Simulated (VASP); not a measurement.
Band structure of TlF (space group P4/nmm). Computed with LDA (Ceperley-Alder, Perdew-Zunger), VASP's LDA PAW potentials (set 64) (plane waves; VASP).

The path is coarsely sampled, so an indirect gap can come out somewhat too large. Unless said otherwise, spin-orbit coupling is left out, though it shifts the bands of the heavy elements here.

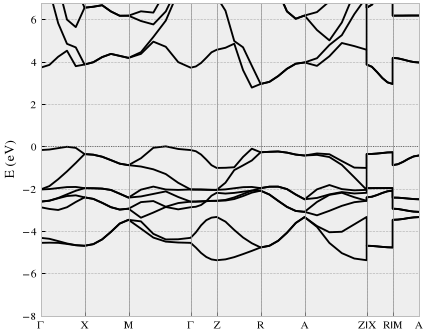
Bands along high-symmetry lines, zero at the valence-band maximum or, without a gap, the Fermi level

Q: Read the plot: is there a gap, and where are the band edges?

A: The gap is indirect, 2.78 eV, from the valence maximum at (0.20, 0.20, 0.00) to the conduction minimum at Z-R at 0.80.

The structure comes from a computed database's TlF entry; how it stands against other phases isn't given here. The cell was not relaxed at this level.
